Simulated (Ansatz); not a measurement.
**SiCNClF2 (SMILES N#C[Si](F)(F)Cl): wB97X/cc-pVDZ**

Aim: the vertical ionisation energy of SiCNClF2 at wB97X/cc-pVDZ, from 2 runs. 

The results are computed with Ansatz 0.2.0.

134 further runs of the same task are left out: 4 that didn't finish, 130 set aside as unsound or not needed. Runs told in other sessions of the task aren't counted.

## Step 1: The structure to begin with

SiCNClF2 has 6 atoms, charge 0, and is taken as a singlet. SMILES: `N#C[Si](F)(F)Cl`. The coordinates come from a PBE0-D4/def2-TZVP relaxation.

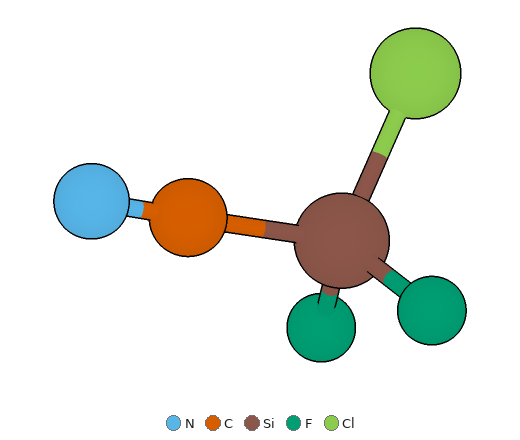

The structure, seen from a chosen angle (nitrogen blue, carbon orange, silicon brown, fluorine teal, chlorine green).

## Step 2: A single-point energy at wB97X/cc-pVDZ

File run.yaml:

```yaml
crystal:
  periodic: [false, false, false]
  atoms:
    - {symbol: "N", position_ang: [1.925400, -1.092200, 1.077400]}
    - {symbol: C, position_ang: [1.030100, -0.609300, 0.540000]}
    - {symbol: Si, position_ang: [-0.394400, 0.176700, -0.290300]}
    - {symbol: F, position_ang: [-1.487900, -0.920300, -0.527700]}
    - {symbol: F, position_ang: [0.087600, 0.719200, -1.679000]}
    - {symbol: Cl, position_ang: [-1.118900, 1.661900, 0.833400]}
basis:
  gaussian:
    orbitals: cc-pVDZ
hamiltonian:
  xc: {name: wB97X}
accuracy: high
output:
  orbitals: {seedname: orbitals}
```

The run is started by

```bash
$ ansatz run run.yaml --threads 1 --pin off --max-ram 3480MiB --events-out events.jsonl --progress --plain --runs-dir runs
```

The program printed:

```text
Warning: RAYON_NUM_THREADS=1 ignored (pool sized by the plan → 1); use --threads N
Functional definition: wB97X
  name "wB97X"
  parameter omega = 0.3/bohr
  parameter cx = 0.157706
  parameter cx1 = 0.726479
  parameter cx2 = 1.04760
  parameter cx3 = -5.70635
  parameter cx4 = 13.2794
  parameter css1 = -4.33879
  parameter css2 = 18.2308
  parameter css3 = -31.7430
  parameter css4 = 17.2901
  parameter cos1 = 2.37031
  parameter cos2 = -11.3995
  parameter cos3 = 6.58405
  parameter cos4 = -3.78132
  exchange = spin_sum(e_x_unif_sr(omega)*poly(b97_u_x, 1 - cx, cx1, cx2, cx3, cx4)) + cx*exact_x_sr(omega)
      + exact_x_lr(omega)
  correlation = spin_sum(e_c_pw_same_spin*poly(b97_u_same, 1, css1, css2, css3, css4))
      + integral(e_c_pw_opposite_spin*poly(b97_u_opposite, 1, cos1, cos2, cos3, cos4))
1986 factors; integrals over basis functions are off by at most 3.1e-9 eV
349 factors; integrals over basis functions are off by at most 2.2e-9 eV
mean field evaluation 1: about -28358.1402 eV, gradient 5.0e1 eV
mean field evaluation 2: about -28356.1199 eV, gradient 6.2e1 eV
mean field evaluation 4: about -28362.8973 eV, gradient 3.0e0 eV
mean field evaluation 8: about -28363.0532 eV, gradient 2.3e-1 eV
mean field evaluation 16: about -28363.0533 eV, gradient 3.7e-5 eV
mean field -28363.05330720 eV, -1042.3229838717 hartree, gradient 3.6e-8 eV, S^2 0.000000; 0 other end points of the search recorded, 0 dependent functions left out
reference -28363.05330475 eV, -1042.3229837816 hartree; 31, 31 occupied and 61, 61 virtual orbitals, 1986 factors
Total energy: -28363.05330475 eV, -1042.3229837816 hartree
```

Wall time 31 s (1 thread of Arm Neoverse V1, shared host); peak memory 0.56 GiB.

## Step 3: The doublet cation, same level

File in.yaml:

```yaml
crystal:
  periodic: [false, false, false]
  atoms:
    - symbol: "N"
      position_ang: [1.925400, -1.092200, 1.077400]
    - symbol: C
      position_ang: [1.030100, -0.609300, 0.540000]
    - symbol: Si
      position_ang: [-0.394400, 0.176700, -0.290300]
    - symbol: F
      position_ang: [-1.487900, -0.920300, -0.527700]
    - symbol: F
      position_ang: [0.087600, 0.719200, -1.679000]
    - symbol: Cl
      position_ang: [-1.118900, 1.661900, 0.833400]
basis:
  gaussian: {orbitals: cc-pVDZ}
total_charge: 1
magnetization: {spin_polarized: true, initial_magnetization: 1}
hamiltonian: {xc: {name: wB97X}}
accuracy: high
output: {orbitals: {seedname: orbitals}}
```

The run is started by

```bash
$ ansatz run in.yaml --threads 1 --pin off --max-ram 3480MiB --events-out events.jsonl --progress --plain --runs-dir runs
```

The program printed, shortened:

```text
Warning: RAYON_NUM_THREADS=1 ignored (pool sized by the plan → 1); use --threads N
[... 2 set-up lines as earlier in the session ...]
[...]
      + exact_x_lr(omega)
[...]
      + integral(e_c_pw_opposite_spin*poly(b97_u_opposite, 1, cos1, cos2, cos3, cos4))
1988 factors; integrals over basis functions are off by at most 3.1e-9 eV
349 factors; integrals over basis functions are off by at most 2.2e-9 eV
[...]
mean field -28349.86310521 eV, -1041.8382528890 hartree, gradient 8.6e-8 eV, S^2 0.772183; 6 other end points of the search recorded, 0 dependent functions left out
reference -28349.86310278 eV, -1041.8382527999 hartree; 31, 30 occupied and 61, 62 virtual orbitals, 1988 factors
Total energy: -28349.86310278 eV, -1041.8382527999 hartree
```

Run time: 3.6 min. Hardware: 1 thread of Arm Neoverse V1, shared host; peak memory 0.94 GiB.

## Step 4: What came out

At wB97X/cc-pVDZ:

| quantity | value |
| --- | --- |
| singlet SiCNClF2: total energy | -1042.32298 Eh |
| singlet SiCNClF2: HOMO energy | -12.88 eV |
| singlet SiCNClF2: LUMO energy | 1.12 eV |
| singlet SiCNClF2: HOMO–LUMO gap | 14.00 eV |
| doublet cation: total energy | -1041.83825 Eh |
| doublet cation: HOMO energy (highest over α and β) | -18.62 eV |
| doublet cation: LUMO energy (lowest over α and β) | -13.46 eV |
| doublet cation: ⟨S²⟩ | 0.772 |
| vertical ionisation energy (to the doublet cation) | 13.190 eV |

What this shows: Removing an electron at fixed nuclei costs 13.19 eV (1273 kJ/mol). −ε(HOMO) before ionisation, 12.88 eV, is 0.31 eV below this ionisation energy.
